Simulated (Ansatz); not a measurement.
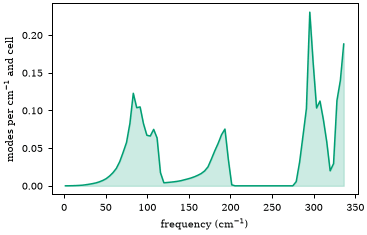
Figure: Phonon density of states of ZnS (wurtzite, P6_3mc); finite displacements on a 6×6×2 mesh, PBEsol density-functional theory in Ansatz (plane waves, PAW), k mesh 6×6×4

Another polymorph of this substance is known too; which is more stable was not tested here. Dynamical quadrupoles are not included in the interpolation of the phonons between the solved wave vectors.

Question: Where is the tallest peak, and is there a gap in the spectrum?

Answer: The tallest peak lies near 300 cm⁻¹. There is at least one gap; the lowest begins near 210 cm⁻¹.

The PAW data sets were generated under PBE and serve the other functionals too.

Ansatz is a program for electronic structure.
